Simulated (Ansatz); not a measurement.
B2N2 (charge −1, doublet)

```xyz
4

B     0.8678    0.2862    1.7622
B    -0.2890   -0.0953   -0.5868
N    -0.8724   -0.2876   -1.7700
N     0.2936    0.0967    0.5945
```

Geometry: PBE0-D4/def2-TZVPD.

Theory: Ansatz, UKS PBE0-D4/def2-TZVPD.

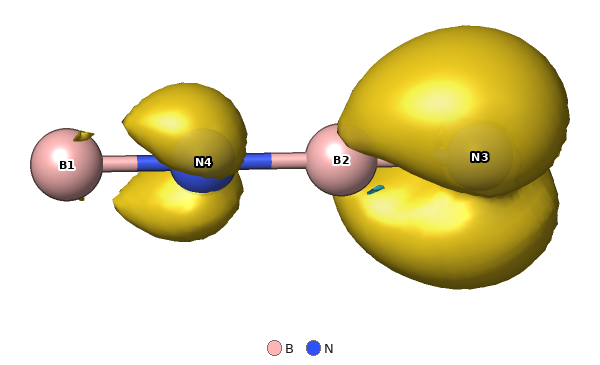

Figure 1. Isosurfaces of the spin density at +0.03 (yellow) and −0.03 e/Å³ (cyan), seen from one side.

**Describe the spin distribution.**

The unpaired spin (1 electron) lies mostly on N3 (about 0.8), B2 (about 0.1) and N4 (about 0.1), in electrons by Hirshfeld's partition.

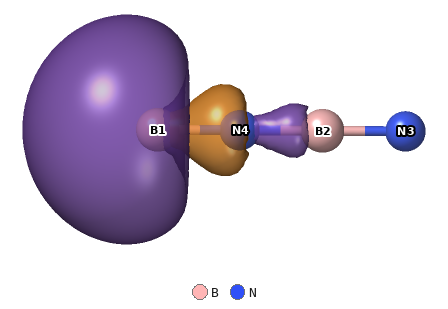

Figure 2. The HOMO (α) at ±0.08 Å⁻³ᐟ² (orange and purple are the two phases), seen from one side.

**Where does this orbital lie, and at what energy?**

By Hirshfeld shares it lies mainly on B1 (about 90 %) and N4 (about 10 %); it is of σ type. Its energy is −1.48 eV.

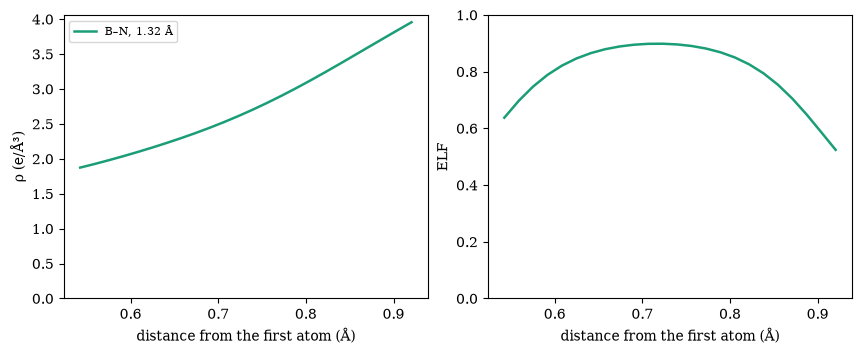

Figure 3. Electron density and ELF along straight lines between neighbouring atoms. The curves leave out the atomic cores.

**What can be read from the curves?**

B–N (1.32 Å): the density is about 2.3 e/Å³ at the midpoint; the ELF peaks at about 0.90 between the atoms; a polar covalent bond.

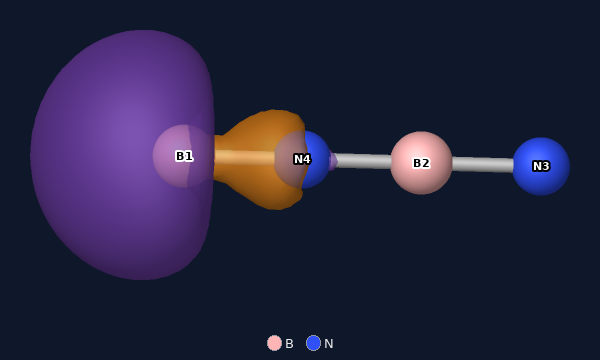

Figure 4. The HOMO (β) at ±0.15 Å⁻³ᐟ² (orange and purple are the two phases), seen from one side.

**What is the character of this orbital?**

It lies mainly on B1 (about 90 %) and N4 (about 10 %); it is of σ type. Its energy is −1.45 eV.
